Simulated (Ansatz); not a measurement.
# CH₃Ga (singlet): PBE, revPBE, r2SCAN, PBE0, B3LYP, wB97M-V, B2PLYP, RPA-PBE over vertical spin and charge gaps, cc-pVTZ, part 2 of 2

Ansatz 0.2.0, Gaussian basis; cc-pVTZ, all electrons in the functionals, frozen cores in the correlation of double hybrids and RPA. Earlier steps stand in the parts before.

### 15 B3LYP, charge 1, doublet

in.yaml reads:

```yaml
crystal:
  periodic: [false, false, false]
  atoms:
    - {symbol: C, position_ang: [-1.659818, -0.017478, -0.000395]}
    - {symbol: Ga, position_ang: [0.375183, 0.003951, 0.000089]}
    - {symbol: H, position_ang: [-2.068843, 0.999956, 0.001262]}
    - {symbol: H, position_ang: [-2.052900, -0.534005, 0.883440]}
    - {symbol: H, position_ang: [-2.052511, -0.530967, -0.886170]}
basis:
  gaussian: {orbitals: cc-pVTZ}
total_charge: 1
magnetization: {spin_polarized: true, initial_magnetization: 1}
hamiltonian: {xc: {name: B3LYP}}
```

Launch:

```console
> ansatz run in.yaml --threads 2 --pin off --events-out ev --progress --plain --max-ram 16896MiB --backend cuda --devices 0, --max-vram 18GiB
```

The program printed, shortened:

```text
Functional definition: B3LYP
  name "B3LYP"
  cite "Stephens, Devlin, Chabalowski & Frisch, J. Phys. Chem. 98, 11623 (1994) doi:10.1021/j100096a001"
  cite "Becke, Phys. Rev. A 38, 3098 (1988) doi:10.1103/PhysRevA.38.3098"
  cite "Lee, Yang & Parr, Phys. Rev. B 37, 785 (1988) doi:10.1103/PhysRevB.37.785"
  cite "Vosko, Wilk & Nusair, Can. J. Phys. 58, 1200 (1980) doi:10.1139/p80-159"
[...]
736 factors; their error is unknown
[...]
mean field -53458.44787090 eV, -1964.5617238181 hartree, gradient 1.6e-5 eV, S^2 0.756773; 0 other end points of the search recorded, 0 dependent functions left out
reference -53458.44807752 eV, -1964.5617314115 hartree; 20, 19 occupied and 95, 96 virtual orbitals, 736 factors
Total energy: -53458.44807752 eV, -1964.5617314115 hartree
```

It took 3.7 s on 1 × H100 (card shared with other runs) with 2 threads of AMD EPYC 7R13, shared host; peak host memory 0.8 GiB.

From the report: ⟨S²⟩ of the determinant 0.757 (pure doublet: 0.75).

From charge 0, singlet: +183.0 kcal/mol.

### 16 wB97M-V, charge 0, singlet

in.yaml, as its differences from that of step 15:

```diff
@@ -10,4 +10,3 @@
   gaussian: {orbitals: cc-pVTZ}
-total_charge: 1
-magnetization: {spin_polarized: true, initial_magnetization: 1}
-hamiltonian: {xc: {name: B3LYP}}
+hamiltonian: {xc: {name: wB97M-V}}
+output: {forces: true, orbitals: {seedname: orbitals}}
```

Launch:

```console
> ansatz run in.yaml --threads 1 --pin off --events-out ev --progress --plain --max-ram 2816MiB --backend cpu
```

The program printed, shortened:

```text
Functional definition: wB97M-V
  name "wB97M-V"
  cite "Mardirossian & Head-Gordon, J. Chem. Phys. 144, 214110 (2016) doi:10.1063/1.4952647"
  cite "Becke, J. Chem. Phys. 107, 8554 (1997) doi:10.1063/1.475007"
  cite "Vydrov & Van Voorhis, J. Chem. Phys. 133, 244103 (2010) doi:10.1063/1.3521275"
  # Of w^i u^j: cxij and so on, Table III.
[...]
  gx(w, u) = 1 - cx + cx01*u + cx10*w
[...]
Atom 1 at     0.375183     0.003951     0.000089 Å, force    -0.063685    -0.000700    -0.000015 eV/Å
Atom 2 at    -2.068843     0.999956     0.001262 Å, force     0.021527    -0.078855    -0.000131 eV/Å
Atom 3 at    -2.052900    -0.534005     0.883440 Å, force     0.020382     0.039926    -0.068463 eV/Å
Atom 4 at    -2.052511    -0.530967    -0.886170 Å, force     0.020352     0.039691     0.068608 eV/Å
Dipole moment:    -0.081382    -0.000856    -0.000019 e Å
```

It took 6 s on 1 thread of AMD EPYC 7R13, shared host; peak memory 0.28 GiB.

### 17 wB97M-V, charge 0, triplet

in.yaml, as its differences from that of step 16:

```diff
@@ -10,3 +10,4 @@
   gaussian: {orbitals: cc-pVTZ}
+magnetization: {spin_polarized: true, initial_magnetization: 2}
 hamiltonian: {xc: {name: wB97M-V}}
-output: {forces: true, orbitals: {seedname: orbitals}}
+output: {orbitals: {seedname: orbitals}}
```

Launch:

```console
> ansatz run in.yaml --threads 2 --pin off --events-out ev --progress --plain --max-ram 16896MiB --backend cuda --devices 0, --max-vram 18GiB
```

The program printed, shortened:

```text
Functional definition: wB97M-V
  name "wB97M-V"
  cite "Mardirossian & Head-Gordon, J. Chem. Phys. 144, 214110 (2016) doi:10.1063/1.4952647"
  cite "Becke, J. Chem. Phys. 107, 8554 (1997) doi:10.1063/1.475007"
  cite "Vydrov & Van Voorhis, J. Chem. Phys. 133, 244103 (2010) doi:10.1063/1.3521275"
  # Of w^i u^j: cxij and so on, Table III.
[...]
  gx(w, u) = 1 - cx + cx01*u + cx10*w
[...]
      + integral(e_c_pw_mod_opposite_spin*gos(b97_w_opposite, b97_u_opposite)) + vv10(b, c)
724 factors; their error is unknown
184 factors; integrals over basis functions are off by at most 1.1e-5 eV
[...]
mean field -53458.88837092 eV, -1964.5779118951 hartree, gradient 1.6e-6 eV, S^2 2.005563; 5 other end points of the search recorded, 0 dependent functions left out
reference -53458.88840776 eV, -1964.5779132492 hartree; 21, 19 occupied and 94, 96 virtual orbitals, 724 factors
Total energy: -53458.88840776 eV, -1964.5779132492 hartree
```

Wall time 21 s (1 × H100 (card shared with other runs) with 2 threads of AMD EPYC 7R13, shared host); peak host memory 0.92 GiB.

From the report: ⟨S²⟩ of the determinant 2.006 (pure triplet: 2.00).

From charge 0, singlet: +54.2 kcal/mol.

### 18 wB97M-V, charge 1, doublet

in.yaml, as its differences from that of step 17:

```diff
@@ -10,4 +10,5 @@
   gaussian: {orbitals: cc-pVTZ}
-magnetization: {spin_polarized: true, initial_magnetization: 2}
+total_charge: 1
+magnetization: {spin_polarized: true, initial_magnetization: 1}
 hamiltonian: {xc: {name: wB97M-V}}
-output: {orbitals: {seedname: orbitals}}
+output: {forces: true, orbitals: {seedname: orbitals}}
```

Launched as before.

The program printed:

```text
Functional definition: wB97M-V
  name "wB97M-V"
  cite "Mardirossian & Head-Gordon, J. Chem. Phys. 144, 214110 (2016) doi:10.1063/1.4952647"
  cite "Becke, J. Chem. Phys. 107, 8554 (1997) doi:10.1063/1.475007"
  cite "Vydrov & Van Voorhis, J. Chem. Phys. 133, 244103 (2010) doi:10.1063/1.3521275"
  # Of w^i u^j: cxij and so on, Table III.
  parameter omega = 0.3/bohr
  parameter cx = 0.15
  parameter cx01 = 1.007
  parameter cx10 = 0.259
  parameter css00 = 0.443
  parameter css04 = -1.437
  parameter css10 = -4.535
  parameter css20 = -3.390
  parameter css43 = 4.278
  parameter cos00 = 1.000
  parameter cos10 = 1.358
  parameter cos20 = 2.924
  parameter cos21 = -8.812
  parameter cos60 = -1.390
  parameter cos61 = 9.142
  parameter b = 6.0
  parameter c = 0.01
  gx(w, u) = 1 - cx + cx01*u + cx10*w
  gss(w, u) = css00 + css04*u^4 + css10*w + css20*w^2 + css43*w^4*u^3
  gos(w, u) = cos00 + cos10*w + (cos20 + cos21*u)*w^2 + (cos60 + cos61*u)*w^6
  exchange = spin_sum(e_x_unif_sr(omega)*gx(b97_w, b97_u_x)) + cx*exact_x_sr(omega) + exact_x_lr(omega)
  correlation = spin_sum(e_c_pw_mod_same_spin*gss(b97_w, b97_u_same))
      + integral(e_c_pw_mod_opposite_spin*gos(b97_w_opposite, b97_u_opposite)) + vv10(b, c)
724 factors; their error is unknown
184 factors; integrals over basis functions are off by at most 1.1e-5 eV
mean field evaluation 1: about -53441.1554 eV, gradient 4.9e1 eV
mean field evaluation 2: about -53442.1009 eV, gradient 4.4e1 eV
mean field evaluation 4: about -53453.1964 eV, gradient 1.5e0 eV
mean field evaluation 8: about -53453.2164 eV, gradient 4.0e-2 eV
mean field evaluation 16: about -53453.3267 eV, gradient 1.1e-4 eV
mean field -53453.32672674 eV, -1964.3735252415 hartree, gradient 3.8e-5 eV, S^2 0.758842; 0 other end points of the search recorded, 0 dependent functions left out
the calculation of the forces begins
reference -53453.32676761 eV, -1964.3735267435 hartree; 20, 19 occupied and 95, 96 virtual orbitals, 724 factors
Total energy: -53453.32676761 eV, -1964.3735267435 hartree
Atom 0 at    -1.659818    -0.017478    -0.000395 Å, force    -1.601732    -0.016953    -0.000381 eV/Å
Atom 1 at     0.375183     0.003951     0.000089 Å, force    -0.213353    -0.002272    -0.000051 eV/Å
Atom 2 at    -2.068843     0.999956     0.001262 Å, force     0.604572     0.043845     0.000208 eV/Å
Atom 3 at    -2.052900    -0.534005     0.883440 Å, force     0.605249    -0.012366     0.032513 eV/Å
Atom 4 at    -2.052511    -0.530967    -0.886170 Å, force     0.605264    -0.012255    -0.032289 eV/Å
Dipole moment:    -0.077864    -0.000820    -0.000019 e Å
```

It took 7.5 s on 1 × H100 (card shared with other runs) with 2 threads of AMD EPYC 7R13, shared host; peak host memory 0.89 GiB.

From the report: ⟨S²⟩ of the determinant 0.759 (pure doublet: 0.75).

From charge 0, singlet: +182.5 kcal/mol.

### 19 B2PLYP, charge 0, singlet

in.yaml, as its differences from that of step 18:

```diff
@@ -10,5 +10,3 @@
   gaussian: {orbitals: cc-pVTZ}
-total_charge: 1
-magnetization: {spin_polarized: true, initial_magnetization: 1}
-hamiltonian: {xc: {name: wB97M-V}}
-output: {forces: true, orbitals: {seedname: orbitals}}
+hamiltonian: {xc: {name: B2PLYP}}
+correlation: {electrons: outside_noble_gas}
```

Launch:

```console
> ansatz run in.yaml --threads 1 --pin off --events-out ev --progress --plain --max-ram 2816MiB --backend cpu
```

The program printed, shortened:

```text
Functional definition: B2PLYP
  name "B2PLYP"
  cite "Grimme, J. Chem. Phys. 124, 034108 (2006) doi:10.1063/1.2148954"
  cite "Becke, Phys. Rev. A 38, 3098 (1988) doi:10.1103/PhysRevA.38.3098"
  cite "Lee, Yang & Parr, Phys. Rev. B 37, 785 (1988) doi:10.1103/PhysRevB.37.785"
[...]
684 factors; integrals over basis functions are off by at most 8.2e-4 eV
[...]
mean field -53450.33517066 eV, -1964.2635875833 hartree, gradient 1.8e-6 eV, S^2 0.000000; 0 other end points of the search recorded, 0 dependent functions left out
15 core orbitals not correlated: weight in the atoms' cores, before any rotation towards them, 0.991 or more for the frozen orbitals, at most 0.007 for the correlated occupied ones
reference -53450.33529926 eV, -1964.2635923094 hartree; 5, 5 occupied and 95, 95 virtual orbitals, 684 factors
second order -7.91534220 eV of doubles, -0.00000000 eV of singles
Total energy: -53452.47244166 eV, -1964.3421308438 hartree
```

It took 2.8 s on 1 thread of AMD EPYC 7R13, shared host.

### 20 B2PLYP, charge 0, triplet

in.yaml, as its differences from that of step 19:

```diff
@@ -10,2 +10,3 @@
   gaussian: {orbitals: cc-pVTZ}
+magnetization: {spin_polarized: true, initial_magnetization: 2}
 hamiltonian: {xc: {name: B2PLYP}}
```

Launch:

```console
> ansatz run in.yaml --threads 2 --pin off --events-out ev --progress --plain --max-ram 16896MiB --backend cuda --devices 0, --max-vram 18GiB
```

The program printed, shortened:

```text
Functional definition: B2PLYP
  name "B2PLYP"
  cite "Grimme, J. Chem. Phys. 124, 034108 (2006) doi:10.1063/1.2148954"
  cite "Becke, Phys. Rev. A 38, 3098 (1988) doi:10.1103/PhysRevA.38.3098"
  cite "Lee, Yang & Parr, Phys. Rev. B 37, 785 (1988) doi:10.1103/PhysRevB.37.785"
[...]
684 factors; integrals over basis functions are off by at most 8.2e-4 eV
[...]
mean field -53448.25482423 eV, -1964.1871362620 hartree, gradient 2.4e-10 eV, S^2 2.010116; 5 other end points of the search recorded, 0 dependent functions left out
15 core orbitals not correlated: weight in the atoms' cores, before any rotation towards them, 0.991 or more for the frozen orbitals, at most 0.011 for the correlated occupied ones
reference -53448.25494847 eV, -1964.1871408280 hartree; 6, 4 occupied and 94, 96 virtual orbitals, 684 factors
second order -7.23706811 eV of doubles, -0.00000000 eV of singles
Total energy: -53450.20895686 eV, -1964.2589493119 hartree
```

Wall time 14 s (1 × H100 (card shared with other runs) with 2 threads of AMD EPYC 7R13, shared host); peak host memory 0.8 GiB.

From the report: ⟨S²⟩ of the determinant 2.010 (pure triplet: 2.00).

From charge 0, singlet: +52.2 kcal/mol.

### 21 B2PLYP, charge 1, doublet

in.yaml, as its differences from that of step 20:

```diff
@@ -10,3 +10,4 @@
   gaussian: {orbitals: cc-pVTZ}
-magnetization: {spin_polarized: true, initial_magnetization: 2}
+total_charge: 1
+magnetization: {spin_polarized: true, initial_magnetization: 1}
 hamiltonian: {xc: {name: B2PLYP}}
```

The command is unchanged.

The program printed, shortened:

```text
Functional definition: B2PLYP
  name "B2PLYP"
  cite "Grimme, J. Chem. Phys. 124, 034108 (2006) doi:10.1063/1.2148954"
  cite "Becke, Phys. Rev. A 38, 3098 (1988) doi:10.1103/PhysRevA.38.3098"
  cite "Lee, Yang & Parr, Phys. Rev. B 37, 785 (1988) doi:10.1103/PhysRevB.37.785"
[...]
684 factors; integrals over basis functions are off by at most 8.2e-4 eV
[...]
mean field -53442.82561118 eV, -1963.9876163625 hartree, gradient 2.6e-6 eV, S^2 0.766994; 1 other end points of the search recorded, 0 dependent functions left out
15 core orbitals not correlated: weight in the atoms' cores, before any rotation towards them, 0.991 or more for the frozen orbitals, at most 0.007 for the correlated occupied ones
reference -53442.82574136 eV, -1963.9876211465 hartree; 5, 4 occupied and 95, 96 virtual orbitals, 684 factors
second order -6.77914502 eV of doubles, -0.00000000 eV of singles
Total energy: -53444.65611051 eV, -1964.0548859723 hartree
```

Wall time 5.5 s (1 × H100 (card shared with other runs) with 2 threads of AMD EPYC 7R13, shared host); peak host memory 0.81 GiB.

From the report: ⟨S²⟩ of the determinant 0.767 (pure doublet: 0.75).

From charge 0, singlet: +180.2 kcal/mol.

### 22 RPA-PBE, charge 0, singlet

in.yaml, as its differences from that of step 21:

```diff
@@ -10,5 +10,3 @@
   gaussian: {orbitals: cc-pVTZ}
-total_charge: 1
-magnetization: {spin_polarized: true, initial_magnetization: 1}
-hamiltonian: {xc: {name: B2PLYP}}
-correlation: {electrons: outside_noble_gas}
+hamiltonian: {xc: {name: PBE}}
+correlation: {method: rpa, electrons: outside_noble_gas}
```

Launch:

```console
> ansatz run in.yaml --threads 1 --pin off --events-out ev --progress --plain --max-ram 2816MiB --backend cpu
```

The program printed, shortened:

```text
Functional definition: PBE
  name "PBE"
  cite "Perdew, Burke & Ernzerhof, Phys. Rev. Lett. 77, 3865 (1996) doi:10.1103/PhysRevLett.77.3865"
  parent pbe
[...]
684 factors; integrals over basis functions are off by at most 8.2e-4 eV
[...]
mean field -53455.20073039 eV, -1964.4423936056 hartree, gradient 5.2e-6 eV, S^2 0.000000; 0 other end points of the search recorded, 0 dependent functions left out
15 core orbitals not correlated: weight in the atoms' cores, before any rotation towards them, 0.979 or more for the frozen orbitals, at most 0.018 for the correlated occupied ones
reference -53412.37885833 eV, -1962.8687188327 hartree; 5, 5 occupied and 95, 95 virtual orbitals, 684 factors
Total energy: -53424.18976697 eV, -1963.3027617196 hartree
```

Run time: 2.8 s. Hardware: 1 thread of AMD EPYC 7R13, shared host.

### 23 RPA-PBE, charge 0, triplet

in.yaml, as its differences from that of step 22:

```diff
@@ -10,2 +10,3 @@
   gaussian: {orbitals: cc-pVTZ}
+magnetization: {spin_polarized: true, initial_magnetization: 2}
 hamiltonian: {xc: {name: PBE}}
```

Launch:

```console
> ansatz run in.yaml --threads 2 --pin off --events-out ev --progress --plain --max-ram 16896MiB --backend cuda --devices 0, --max-vram 18GiB
```

The program printed, shortened:

```text
Functional definition: PBE
  name "PBE"
  cite "Perdew, Burke & Ernzerhof, Phys. Rev. Lett. 77, 3865 (1996) doi:10.1103/PhysRevLett.77.3865"
  parent pbe
[...]
684 factors; integrals over basis functions are off by at most 8.2e-4 eV
[...]
mean field -53452.99935437 eV, -1964.3614945289 hartree, gradient 5.8e-6 eV, S^2 2.002684; 6 other end points of the search recorded, 0 dependent functions left out
15 core orbitals not correlated: weight in the atoms' cores, before any rotation towards them, 0.976 or more for the frozen orbitals, at most 0.031 for the correlated occupied ones
reference -53410.78958510 eV, -1962.8103141191 hartree; 6, 4 occupied and 94, 96 virtual orbitals, 684 factors
Total energy: -53422.07533504 eV, -1963.2250577795 hartree
```

It took 14 s on 1 × H100 (card shared with other runs) with 2 threads of AMD EPYC 7R13, shared host; peak host memory 0.92 GiB.

From the report: ⟨S²⟩ of the determinant 2.003 (pure triplet: 2.00).

From charge 0, singlet: +48.8 kcal/mol.

### 24 RPA-PBE, charge 1, doublet

in.yaml, as its differences from that of step 23:

```diff
@@ -10,3 +10,4 @@
   gaussian: {orbitals: cc-pVTZ}
-magnetization: {spin_polarized: true, initial_magnetization: 2}
+total_charge: 1
+magnetization: {spin_polarized: true, initial_magnetization: 1}
 hamiltonian: {xc: {name: PBE}}
```

Launched as before.

The program printed, shortened:

```text
Functional definition: PBE
  name "PBE"
  cite "Perdew, Burke & Ernzerhof, Phys. Rev. Lett. 77, 3865 (1996) doi:10.1103/PhysRevLett.77.3865"
  parent pbe
[...]
684 factors; integrals over basis functions are off by at most 8.2e-4 eV
[...]
mean field -53447.35592836 eV, -1964.1541024481 hartree, gradient 6.7e-6 eV, S^2 0.754186; 1 other end points of the search recorded, 0 dependent functions left out
15 core orbitals not correlated: weight in the atoms' cores, before any rotation towards them, 0.984 or more for the frozen orbitals, at most 0.013 for the correlated occupied ones
reference -53405.55164638 eV, -1962.6178234214 hartree; 5, 4 occupied and 95, 96 virtual orbitals, 684 factors
Total energy: -53416.11803992 eV, -1963.0061312219 hartree
```

Wall time 3.8 s (1 × H100 (card shared with other runs) with 2 threads of AMD EPYC 7R13, shared host); peak host memory 0.89 GiB.

From the report: ⟨S²⟩ of the determinant 0.754 (pure doublet: 0.75).

From charge 0, singlet: +186.1 kcal/mol.

### 25 The comparison

The yardstick is UCCSDT(Q), where the cluster series has nearly closed. It and the other wave-function rows come from earlier runs at the same points. Energies in kcal/mol, counted from charge 0, singlet; blanks weren't run or aren't comparable.

```csv
level,singlet to triplet,ionisation to the doublet cation
UCCSDT(Q),50.1,180.4
PBE,50.8,180.9
revPBE,49.6,
r2SCAN,47.3,180.3
PBE0,49.1,180.3
B3LYP,53.3,183.0
wB97M-V,54.2,182.5
B2PLYP,52.2,180.2
RPA-PBE,48.8,186.1
RHF,37.3,162.2
UHF,34.8,156.9
RMP2,48.2,177.3
UMP2,48.0,178.6
RCCSD,50.6,180.1
RCCSD(T),50.5,180.6
UCCSD(T),50.2,180.4
RCCSDT(Q),50.5,180.6
```

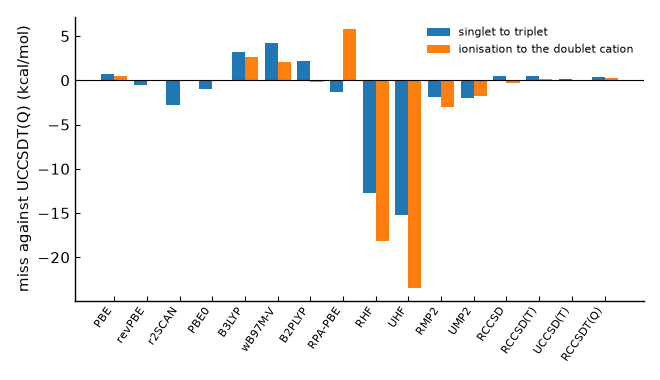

Misses of the gaps against UCCSDT(Q).

Largest miss and mean time a point (UCCSDT(Q) took 19 s a point; shared hosts):

```csv
level,largest miss (kcal/mol),where,time a point
PBE,+0.7,singlet to triplet,3.7 s
revPBE,-0.5,singlet to triplet,3.6 s
r2SCAN,-2.8,singlet to triplet,4.5 s
PBE0,-1.0,singlet to triplet,4.4 s
B3LYP,+3.2,singlet to triplet,4 s
wB97M-V,+4.2,singlet to triplet,12 s
B2PLYP,+2.1,singlet to triplet,7.6 s
RPA-PBE,+5.8,ionisation to the doublet cation,6.7 s
RHF,-18.2,ionisation to the doublet cation,
UHF,-23.5,ionisation to the doublet cation,
RMP2,-3.0,ionisation to the doublet cation,
UMP2,-2.0,singlet to triplet,
RCCSD,+0.5,singlet to triplet,
RCCSD(T),+0.5,singlet to triplet,7.3 s
UCCSD(T),+0.1,singlet to triplet,11 s
RCCSDT(Q),+0.4,singlet to triplet,18 s
```

### 26 Outcome

This closing draws on all 2 parts.

```
                                   quantity                                             value
              singlet to triplet, UCCSDT(Q)                                     50.1 kcal/mol
ionisation to the doublet cation, UCCSDT(Q)                                    180.4 kcal/mol
                          largest miss, PBE                +0.7 kcal/mol (singlet to triplet)
                       largest miss, revPBE                -0.5 kcal/mol (singlet to triplet)
                       largest miss, r2SCAN                -2.8 kcal/mol (singlet to triplet)
                         largest miss, PBE0                -1.0 kcal/mol (singlet to triplet)
                        largest miss, B3LYP                +3.2 kcal/mol (singlet to triplet)
                      largest miss, wB97M-V                +4.2 kcal/mol (singlet to triplet)
                       largest miss, B2PLYP                +2.1 kcal/mol (singlet to triplet)
                      largest miss, RPA-PBE  +5.8 kcal/mol (ionisation to the doublet cation)
                     largest miss, RCCSD(T)                +0.5 kcal/mol (singlet to triplet)
                     largest miss, UCCSD(T)                +0.1 kcal/mol (singlet to triplet)
```

**Reading.** Misses are known at 2 of 2 points at best, and only functionals with that many are ranked. Of the functionals, PBE keep the smallest largest miss at the points compared (at most 0.7 kcal/mol) and RPA-PBE strays most (5.8 kcal/mol, at ionisation to the doublet cation). Functionals and the yardstick converge differently with the basis, so part of each miss in cc-pVTZ is the basis.
